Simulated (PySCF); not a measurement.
| atom | x (Å) | y (Å) | z (Å) |
| --- | --- | --- | --- |
| C | 1.1055 | -1.2920 | 0.3332 |
| C | 0.1458 | -0.2106 | 0.0399 |
| Si | -1.5343 | -0.5252 | -0.7511 |
| O | -2.3361 | 0.8594 | -0.9363 |
| C | 0.5130 | 1.1299 | 0.3710 |
| O | -0.1989 | 2.1171 | 0.1938 |
| O | 1.7450 | 1.2723 | 0.9158 |
| H | 1.3670 | -1.2906 | 1.3938 |
| H | 0.7040 | -2.2622 | 0.0574 |
| H | 2.0438 | -1.1209 | -0.1997 |
| H | -1.2952 | -1.1299 | -2.0642 |
| H | -2.2806 | -1.4113 | 0.1459 |
| H | -1.8817 | 1.6539 | -0.6231 |
| H | 1.9019 | 2.2097 | 1.1016 |

Geometry: GFN2-xTB.

All numbers below come from PySCF, UKS B3LYP, pcH-1 on C H O Si, non-relativistic, mean-field spin-orbit, GIAO.

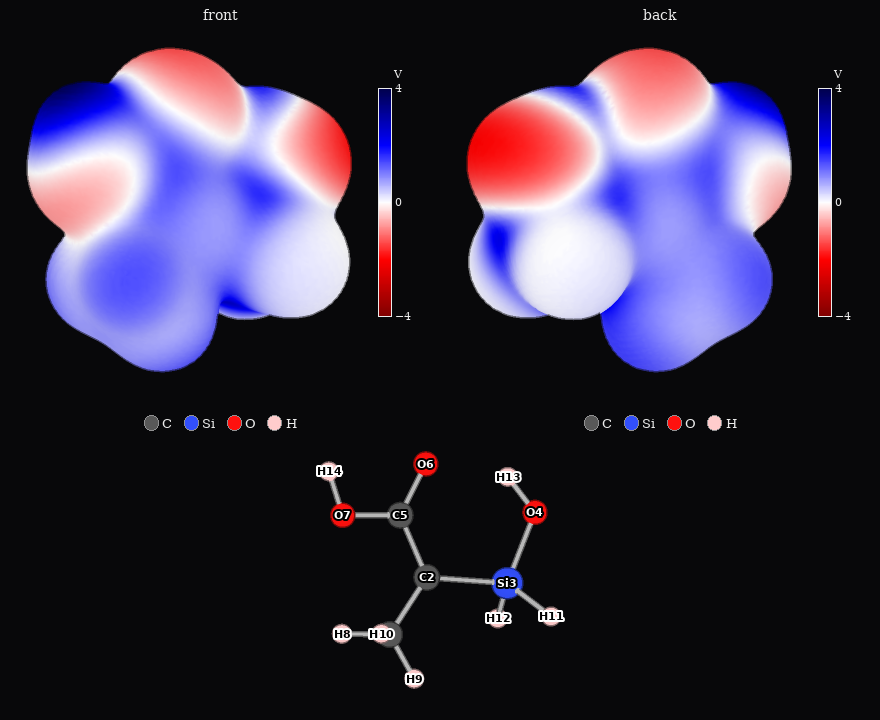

C3H7O3Si (SMILES C[C]([SiH2]O)C(=O)O) (doublet). The molecular electrostatic potential painted on the density surface at 0.004 e/bohr³, seen from the front and from behind; red is negative and blue positive. The bare structure is drawn below in the same view.

> Describe the electrostatic potential map.

The most negative region (about −2.0 V) lies over O4, the most positive (about +3.7 V) over H14. O4 is the likeliest acceptor of a hydrogen bond.
